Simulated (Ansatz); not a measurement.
# Pressure series in AlRu

The parent structure is AlRu in the CsCl type structure (space group Pm-3m, No. 221).

```
CELL_PARAMETERS angstrom
      2.97633     0.00000     0.00000
      0.00000     2.97633     0.00000
      0.00000     0.00000     2.97633
ATOMIC_POSITIONS crystal
  Al 0.00000 0.00000 0.00000
  Ru 0.50000 0.50000 0.50000
```

Cell and atoms are relaxed at each pressure.

Method: DFT with PBEsol, PAW potentials and a 420 eV plane-wave cutoff in Ansatz (an electronic-structure program), without spin-orbit coupling.

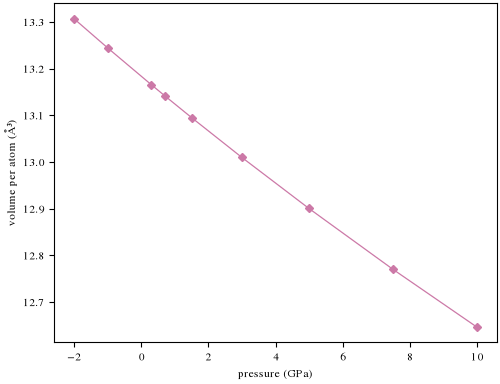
Volume against pressure

Q: Estimate the zero-pressure bulk modulus from the plot.

A: About 220 GPa; a third-order Birch–Murnaghan fit to the points gives V₀ = 13.18 Å³/atom, B₀ = 219 GPa and B₀′ = 4.4.

Load acts through the strain it causes; cell and atoms are relaxed under it. Whether these cells are dynamically stable was not tested. No other phases were tried under pressure. All final runs are without spin polarisation.
